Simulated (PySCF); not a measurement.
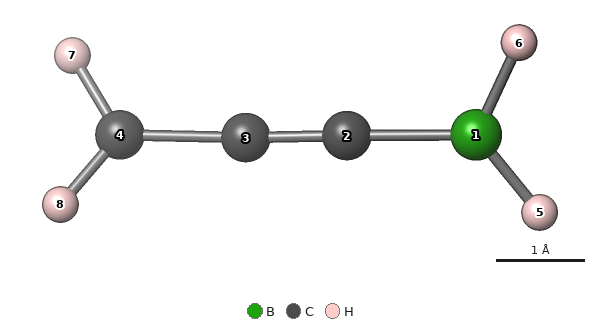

The starting structure (ball-and-stick view, seen on its broad side; atoms are numbered from 1 in the order of the input). Bond lengths as drawn: B–C 1.48 Å, B–H 1.16 to 1.18 Å, C–C 1.17 to 1.44 Å and C–H 1.06 to 1.11 Å.

**Geometry relaxation of C$_{3}$H$_{4}$B (part 1 of 2)**

C$_{3}$H$_{4}$B, multiplicity 2, SMILES BC#C[CH2], computed with N12/pcseg-0, UKS, dispersion D3(0) (PySCF 2.14.0).

The atoms were displaced at random from an optimised geometry. Figures and captions count atoms from 1; the log counts them from 0 in places.

**Output**
```
#|     Arguments passed to driver run_optimizer():      |#
customengine              <pyscf.geomopt.geometric_solver.PySCFEngine object>
maxiter                   100
----------------------------------------------------------
Custom engine selected.
Bonds will be generated from interatomic distances less than 1.20 times sum of covalent radii
24 internal coordinates being used (instead of 24 Cartesians)
Internal coordinate system (atoms numbered from 1):
Distance 1-2
Distance 1-5
Distance 1-6
Distance 2-3
Distance 3-4
Distance 4-7
Distance 4-8
Angle 2-1-6
Angle 5-1-6
Angle 3-4-8
Angle 7-4-8
LinearAngleX 1-2-3
LinearAngleY 1-2-3
LinearAngleX 2-3-4
LinearAngleY 2-3-4
Out-of-Plane 1-2-5-6
Out-of-Plane 4-3-7-8
Dihedral 5-1-4-7
Dihedral 5-1-4-8
Dihedral 6-1-4-7
Dihedral 6-1-4-8
Translation-X 1-8
Translation-Y 1-8
Translation-Z 1-8
Rotation-A 1-8
Rotation-B 1-8
Rotation-C 1-8
<class 'geometric.internal.Distance'> : 7
<class 'geometric.internal.Angle'> : 4
<class 'geometric.internal.LinearAngle'> : 4
<class 'geometric.internal.OutOfPlane'> : 2
<class 'geometric.internal.Dihedral'> : 4
<class 'geometric.internal.TranslationX'> : 1
<class 'geometric.internal.TranslationY'> : 1
<class 'geometric.internal.TranslationZ'> : 1
<class 'geometric.internal.RotationA'> : 1
<class 'geometric.internal.RotationB'> : 1
<class 'geometric.internal.RotationC'> : 1
> ===== Optimization Info: ====
> Job type: Energy minimization
> Maximum number of optimization cycles: 100
> Initial / maximum trust radius (Angstrom): 0.100 / 0.300
> Convergence Criteria:
> Will converge when all 5 criteria are reached:
>  |Delta-E| < 1.00e-06
>  RMS-Grad  < 3.00e-04
>  Max-Grad  < 4.50e-04
>  RMS-Disp  < 1.20e-03
>  Max-Disp  < 1.80e-03
> === End Optimization Info ===

Geometry optimization cycle 1
Cartesian coordinates (Angstrom)
 Atom        New coordinates             dX        dY        dZ
   B  -0.286042   2.039162  -0.107550    0.000000  0.000000  0.000000
   C  -0.049413   0.576423  -0.050336    0.000000  0.000000  0.000000
   C   0.105982  -0.579321  -0.041281    0.000000  0.000000  0.000000
   C   0.320611  -2.003337   0.051134    0.000000  0.000000  0.000000
   H  -0.199423   2.711761  -1.045240    0.000000  0.000000  0.000000
   H  -0.731199   2.532948   0.871445    0.000000  0.000000  0.000000
   H  -0.278802  -2.656340   0.718328    0.000000  0.000000  0.000000
   H   1.067912  -2.562108  -0.460961   -0.000000  0.000000  0.000000

WARN: Mole.unit (angstrom) is changed to Bohr

WARN: Even tempered Gaussians are generated as DF auxbasis for  C B H

WARN: HOMO -0.227808155265561 >= LUMO -0.227808155265561

converged SCF energy = -141.135805190901  <S^2> = 0.75888672  2S+1 = 2.0088671
--------------- DFUKS_Scanner gradients ---------------
         x                y                z
0 B     0.0115570085     0.0077666519    -0.0172655744
1 C     0.0172525350    -0.1468633115     0.0113056882
2 C    -0.0334472812     0.2104651030    -0.0088917535
3 C     0.0275281385    -0.0398804608    -0.0160488881
4 H    -0.0064732013    -0.0068453907     0.0170433722
5 H    -0.0002745266    -0.0051657068    -0.0060221756
6 H    -0.0024525887    -0.0163416662     0.0066137967
7 H    -0.0136506336    -0.0031369803     0.0132844926
----------------------------------------------
cycle 1: E = -141.135805191  dE = -141.136  norm(grad) = 0.267801
Step    0 : Gradient = 9.468e-02/2.133e-01 (rms/max) Energy = -141.1358051909
Hessian Eigenvalues: 2.30000e-02 2.76272e-02 2.87226e-02 ... 3.79480e-01 3.91684e-01 1.23833e+00

Geometry optimization cycle 2
Cartesian coordinates (Angstrom)
 Atom        New coordinates             dX        dY        dZ
   B  -0.341637   2.028765  -0.057719   -0.055595 -0.010397  0.049831
   C  -0.063496   0.565170  -0.026634   -0.014083 -0.011253  0.023702
   C   0.123849  -0.651940  -0.020717    0.017867 -0.072619  0.020564
   C   0.328717  -1.996407   0.038850    0.008106  0.006930 -0.012284
   H  -0.150564   2.587107  -1.092982    0.048859 -0.124654 -0.047742
   H  -0.738309   2.618330   0.906530   -0.007110  0.085382  0.035085
   H  -0.309722  -2.569706   0.703339   -0.030920  0.086634 -0.014989
   H   1.097447  -2.521981  -0.516733    0.029535  0.040127 -0.055772

WARN: Even tempered Gaussians are generated as DF auxbasis for  C B H

converged SCF energy = -141.155473799985  <S^2> = 0.75953291  2S+1 = 2.0095103
--------------- DFUKS_Scanner gradients ---------------
         x                y                z
0 B    -0.0020863716     0.0043780452     0.0009060949
1 C     0.0073613725    -0.0273582734    -0.0017199532
2 C    -0.0111455482     0.0354025350     0.0009996746
3 C     0.0068399652    -0.0115510169    -0.0043856039
4 H     0.0011023046    -0.0041566959     0.0002300067
5 H    -0.0010120547     0.0011188620     0.0018473445
6 H    -0.0013596847     0.0045375108     0.0015340891
7 H     0.0001014023    -0.0022058879     0.0005331564
----------------------------------------------
cycle 2: E = -141.1554738  dE = -0.0196686  norm(grad) = 0.0496201
Step    1 : Displace = 8.359e-02/1.431e-01 (rms/max) Trust = 1.000e-01 (=) Grad = 1.754e-02/3.713e-02 (rms/max) E (change) = -141.1554738000 (-1.967e-02) Quality = 1.060
Hessian Eigenvalues: 2.30044e-02 2.75606e-02 2.87166e-02 ... 3.68812e-01 3.81438e-01 1.08146e+00

Geometry optimization cycle 3
Cartesian coordinates (Angstrom)
 Atom        New coordinates             dX        dY        dZ
   B  -0.326074   2.027593  -0.092406    0.015563 -0.001172 -0.034687
   C  -0.072666   0.562512  -0.025552   -0.009171 -0.002658  0.001082
   C   0.110684  -0.674427   0.011545   -0.013165 -0.022487  0.032261
   C   0.298935  -1.996842   0.084232   -0.029782 -0.000435  0.045382
   H  -0.152496   2.659984  -1.096785   -0.001932  0.072877 -0.003803
   H  -0.706952   2.599031   0.884665    0.031357 -0.019299 -0.021865
   H  -0.276149  -2.691381   0.685339    0.033573 -0.121675 -0.018000
   H   1.088693  -2.442130  -0.512265   -0.008754  0.079851  0.004468

WARN: Even tempered Gaussians are generated as DF auxbasis for  C B H

converged SCF energy = -141.156139801057  <S^2> = 0.75941185  2S+1 = 2.0093898
--------------- DFUKS_Scanner gradients ---------------
         x                y                z
0 B    -0.0011386264     0.0007768445    -0.0004241491
1 C     0.0005229144    -0.0015464142     0.0032739908
2 C     0.0062148276    -0.0073517096    -0.0060703219
3 C    -0.0082301451     0.0075670924     0.0069741486
4 H     0.0003180254     0.0028644668    -0.0010517954
5 H     0.0000166120    -0.0005357118    -0.0005570952
6 H     0.0035159247    -0.0041514609    -0.0019934240
7 H    -0.0012312969     0.0024154389    -0.0002700416
----------------------------------------------
cycle 3: E = -141.156139801  dE = -0.000666001  norm(grad) = 0.0192256
Step    2 : Displace = 6.709e-02/1.245e-01 (rms/max) Trust = 1.414e-01 (+) Grad = 6.797e-03/1.318e-02 (rms/max) E (change) = -141.1561398011 (-6.660e-04) Quality = 0.306
Hessian Eigenvalues: 2.28195e-02 2.75338e-02 2.87684e-02 ... 3.75576e-01 3.97625e-01 1.02708e+00

Geometry optimization cycle 4
Cartesian coordinates (Angstrom)
 Atom        New coordinates             dX        dY        dZ
   B  -0.326818   2.024550  -0.082821   -0.000744 -0.003043  0.009585
   C  -0.072652   0.562793  -0.024802    0.000014  0.000282  0.000750
   C   0.117248  -0.671302   0.006721    0.006564  0.003125 -0.004824
   C   0.318907  -1.999680   0.066265    0.019972 -0.002838 -0.017967
   H  -0.161670   2.642977  -1.092792   -0.009174 -0.017007  0.003993
   H  -0.708532   2.598146   0.892541   -0.001581 -0.000885  0.007876
   H  -0.302650  -2.633565   0.690087   -0.026502  0.057816  0.004748
   H   1.102300  -2.482729  -0.509946    0.013608 -0.040598  0.002319

WARN: Even tempered Gaussians are generated as DF auxbasis for  C B H

converged SCF energy = -141.1568931773  <S^2> = 0.75946108  2S+1 = 2.0094388
--------------- DFUKS_Scanner gradients ---------------
         x                y                z
0 B     0.0000567107     0.0003893952    -0.0007361615
1 C     0.0007121246    -0.0014879875     0.0021835201
2 C    -0.0007498072    -0.0003378017    -0.0013330986
3 C     0.0000676035     0.0005318560     0.0006400295
4 H    -0.0000274774     0.0010556500    -0.0000002560
5 H    -0.0002528630    -0.0005430026    -0.0004939386
6 H     0.0000108724     0.0005980118     0.0002479159
7 H     0.0000838189    -0.0001214717    -0.0006770388
----------------------------------------------
cycle 4: E = -141.156893177  dE = -0.000753376  norm(grad) = 0.00373545
Step    3 : Displace = 3.010e-02/6.338e-02 (rms/max) Trust = 1.414e-01 (=) Grad = 1.321e-03/2.737e-03 (rms/max) E (change) = -141.1568931773 (-7.534e-04) Quality = 1.013
Hessian Eigenvalues: 2.23981e-02 2.75097e-02 2.88552e-02 ... 3.69775e-01 3.99337e-01 1.02791e+00

Geometry optimization cycle 5
Cartesian coordinates (Angstrom)
 Atom        New coordinates             dX        dY        dZ
   B  -0.328343   2.025408  -0.074618   -0.001525  0.000858  0.008202
   C  -0.077117   0.564741  -0.019961   -0.004465  0.001947  0.004841
   C   0.114787  -0.669053   0.013351   -0.002461  0.002249  0.006630
   C   0.318133  -1.999337   0.066951   -0.000774  0.000342  0.000686
   H  -0.157724   2.615680  -1.098857    0.003946 -0.027297 -0.006065
   H  -0.700792   2.615736   0.895729    0.007740  0.017591  0.003188
   H  -0.302073  -2.643557   0.682268    0.000578 -0.009992 -0.007819
   H   1.107823  -2.475825  -0.504872    0.005522  0.006903  0.005074

WARN: Even tempered Gaussians are generated as DF auxbasis for  C B H

converged SCF energy = -141.156937362152  <S^2> = 0.75945267  2S+1 = 2.0094304
--------------- DFUKS_Scanner gradients ---------------
         x                y                z
0 B    -0.0004773789     0.0004137280     0.0001295483
1 C     0.0008389405    -0.0002477786     0.0000993299
2 C    -0.0004638214     0.0016517705    -0.0010905948
3 C     0.0001300128    -0.0007852485     0.0003812584
4 H     0.0003605060    -0.0007582588     0.0000597907
5 H    -0.0003697366     0.0000891438     0.0002287628
6 H     0.0001665216    -0.0002444155     0.0002128323
7 H    -0.0002669461    -0.0000548969    -0.0002198028
----------------------------------------------
cycle 5: E = -141.156937362  dE = -4.41849e-05  norm(grad) = 0.00269509
Step    4 : Displace = 1.396e-02/2.673e-02 (rms/max) Trust = 2.000e-01 (+) Grad = 9.529e-04/2.033e-03 (rms/max) E (change) = -141.1569373622 (-4.418e-05) Quality = 0.753
Hessian Eigenvalues: 1.71098e-02 2.74974e-02 2.87522e-02 ... 3.97416e-01 4.09350e-01 1.02370e+00

Geometry optimization cycle 6
Cartesian coordinates (Angstrom)
 Atom        New coordinates             dX        dY        dZ
   B  -0.325892   2.023627  -0.076048    0.002452 -0.001781 -0.001430
   C  -0.079725   0.562549  -0.018943   -0.002607 -0.002192  0.001019
   C   0.113579  -0.671665   0.019312   -0.001208 -0.002612  0.005960
   C   0.318565  -2.000586   0.070885    0.000432 -0.001248  0.003934
   H  -0.160906   2.618585  -1.098894   -0.003182  0.002905 -0.000037
   H  -0.690563   2.614709   0.896563    0.010230 -0.001027  0.000835
   H  -0.305425  -2.645762   0.680971   -0.003353 -0.002205 -0.001297
   H   1.113642  -2.474666  -0.495433    0.005820  0.001159  0.009439

WARN: Even tempered Gaussians are generated as DF auxbasis for  C B H

converged SCF energy = -141.156968783597  <S^2> = 0.75941876  2S+1 = 2.0093967
--------------- DFUKS_Scanner gradients ---------------
         x                y                z
0 B    -0.0002745271     0.0001534800    -0.0000706906
1 C     0.0004227526     0.0004738778     0.0002579636
2 C    -0.0001763871    -0.0001454978    -0.0005627047
3 C     0.0000473890    -0.0001289643     0.0000775570
4 H     0.0002151687    -0.0002805266     0.0000724527
5 H    -0.0002518199     0.0000123408     0.0000535006
6 H     0.0001233190     0.0000039190     0.0001377419
7 H    -0.0001854227    -0.0000187927    -0.0001833822
----------------------------------------------
cycle 6: E = -141.156968784  dE = -3.14214e-05  norm(grad) = 0.00112552
Step    5 : Displace = 5.828e-03/8.568e-03 (rms/max) Trust = 2.828e-01 (+) Grad = 3.979e-04/6.854e-04 (rms/max) E (change) = -141.1569687836 (-3.142e-05) Quality = 1.487
Hessian Eigenvalues: 8.42649e-03 2.74987e-02 2.87595e-02 ... 3.97399e-01 4.40265e-01 1.05291e+00

Geometry optimization cycle 7
Cartesian coordinates (Angstrom)
 Atom        New coordinates             dX        dY        dZ
   B  -0.320100   2.020270  -0.075931    0.005792 -0.003357  0.000117
   C  -0.085325   0.558178  -0.015653   -0.005601 -0.004371  0.003290
   C   0.110538  -0.675869   0.033274   -0.003041 -0.004205  0.013962
   C   0.319551  -2.003607   0.083175    0.000986 -0.003021  0.012289
   H  -0.166044   2.616895  -1.100014   -0.005138 -0.001690 -0.001121
   H  -0.666921   2.616291   0.900103    0.023642  0.001582  0.003539
   H  -0.312183  -2.653112   0.680354   -0.006758 -0.007350 -0.000617
   H   1.126892  -2.472348  -0.470122    0.013249  0.002318  0.025311

WARN: Even tempered Gaussians are generated as DF auxbasis for  C B H

converged SCF energy = -141.156991481193  <S^2> = 0.75937547  2S+1 = 2.0093536
--------------- DFUKS_Scanner gradients ---------------
         x                y                z
0 B     0.0000585703    -0.0001632488    -0.0001204968
1 C    -0.0001415016     0.0008484251     0.0000544319
2 C     0.0001184693    -0.0009846391     0.0002486723
3 C     0.0000053492     0.0001765278    -0.0002928089
4 H    -0.0000101589     0.0001619929     0.0000309454
5 H    -0.0000754423     0.0000043042    -0.0000843000
6 H     0.0000293211     0.0000604033    -0.0000260601
7 H    -0.0000408288    -0.0000224609    -0.0000531303
----------------------------------------------
cycle 7: E = -141.156991481  dE = -2.26976e-05  norm(grad) = 0.00141422
Step    6 : Displace = 1.263e-02/1.915e-02 (rms/max) Trust = 3.000e-01 (+) Grad = 5.000e-04/1.022e-03 (rms/max) E (change) = -141.1569914812 (-2.270e-05) Quality = 0.941
Hessian Eigenvalues: 6.59691e-03 2.74980e-02 2.87746e-02 ... 3.97400e-01 4.54229e-01 1.05806e+00

Geometry optimization cycle 8
Cartesian coordinates (Angstrom)
 Atom        New coordinates             dX        dY        dZ
   B  -0.317995   2.018618  -0.074573    0.002105 -0.001653  0.001358
   C  -0.086305   0.556138  -0.013963   -0.000979 -0.002040  0.001690
   C   0.109914  -0.677430   0.038273   -0.000624 -0.001561  0.004999
   C   0.319981  -2.004923   0.090820    0.000430 -0.001316  0.007645
   H  -0.166172   2.613746  -1.099875   -0.000128 -0.003149  0.000139
   H  -0.659247   2.616448   0.902348    0.007674  0.000157  0.002245
   H  -0.314291  -2.654692   0.685019   -0.002107 -0.001579  0.004665
   H   1.130697  -2.473098  -0.458030    0.003805 -0.000750  0.012092

WARN: Even tempered Gaussians are generated as DF auxbasis for  C B H

converged SCF energy = -141.156993182958  <S^2> = 0.75936347  2S+1 = 2.0093416
--------------- DFUKS_Scanner gradients ---------------
         x                y                z
0 B     0.0000428185    -0.0001192348    -0.0000477487
1 C    -0.0001183120     0.0003208382    -0.0000782434
2 C     0.0000846952    -0.0004725424     0.0002919479
3 C    -0.0000004205     0.0001861601    -0.0002469752
4 H    -0.0000271734     0.0001268380     0.0000087688
5 H    -0.0000178620     0.0000185919    -0.0000606367
6 H    -0.0000143516     0.0000259061    -0.0000764621
7 H     0.0000029152    -0.0000001746    -0.0000336989
----------------------------------------------
cycle 8: E = -141.156993183  dE = -1.70176e-06  norm(grad) = 0.000762794
Step    7 : Displace = 3.580e-03/5.739e-03 (rms/max) Trust = 3.000e-01 (=) Grad = 2.697e-04/5.619e-04 (rms/max) E (change) = -141.1569931830 (-1.702e-06) Quality = 0.536
Hessian Eigenvalues: 4.88942e-03 2.75904e-02 2.84647e-02 ... 3.97464e-01 4.32316e-01 1.04866e+00

Geometry optimization cycle 9
Cartesian coordinates (Angstrom)
 Atom        New coordinates             dX        dY        dZ
   B  -0.313790   2.015099  -0.071230    0.004205 -0.003519  0.003343
   C  -0.086181   0.552030  -0.009711    0.000123 -0.004108  0.004252
   C   0.109794  -0.680822   0.047629   -0.000120 -0.003392  0.009356
   C   0.320670  -2.008177   0.108073    0.000689 -0.003254  0.017253
   H  -0.164345   2.607428  -1.098457    0.001827 -0.006318  0.001419
   H  -0.648322   2.615228   0.906661    0.010925 -0.001221  0.004313
   H  -0.316978  -2.656144   0.700614   -0.002687 -0.001452  0.015595
   H   1.135282  -2.477621  -0.433916    0.004585 -0.004523  0.024114

WARN: Even tempered Gaussians are generated as DF auxbasis for  C B H

converged SCF energy = -141.156992662492  <S^2> = 0.75935519  2S+1 = 2.0093334
--------------- DFUKS_Scanner gradients ---------------
         x                y                z
0 B     0.0000090387     0.0000194556     0.0000637680
1 C    -0.0000142488    -0.0005379682    -0.0001995288
2 C    -0.0000432644     0.0005864408     0.0001382809
3 C     0.0000049538    -0.0000217765    -0.0000550136
4 H    -0.0000396999     0.0000258209    -0.0000256473
5 H     0.0000446392     0.0000177248    -0.0000027278
6 H    -0.0000588647    -0.0000339474    -0.0001387515
7 H     0.0000608151     0.0000388259    -0.0000158328
----------------------------------------------
cycle 9: E = -141.156992662  dE = 5.20466e-07  norm(grad) = 0.000858443
Step    8 : Displace = 4.569e-03/7.425e-03 (rms/max) Trust = 3.000e-01 (=) Grad = 3.035e-04/6.041e-04 (rms/max) E (change) = -141.1569926625 (+5.205e-07) Quality = -0.108
Hessian Eigenvalues: 3.76094e-03 2.16272e-02 2.76188e-02 ... 3.97476e-01 4.48286e-01 1.16247e+00
```
